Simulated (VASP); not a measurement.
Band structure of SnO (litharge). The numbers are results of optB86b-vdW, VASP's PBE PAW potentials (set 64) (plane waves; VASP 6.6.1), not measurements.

Unless said otherwise, spin-orbit coupling is left out, though it shifts the bands of the heavy elements here.

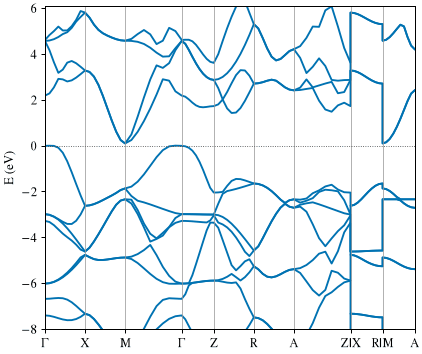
Figure: Bands along high-symmetry lines, zero at the valence-band maximum or, without a gap, the Fermi level

Task: Read the plot: is there a gap, and where are the band edges?

Result: The gap is indirect, 0.10 eV, from the valence maximum at M-Γ at 0.89 to the conduction minimum at M. (Edges off the drawn lines would not show.)

Measured: gap 0.70 eV (computed value off by -0.60 eV), as given by David Waroquiers et al., Physical Review B (2013), arXiv:1302.6756.

The compound is SnO in the litharge structure. It was relaxed first.
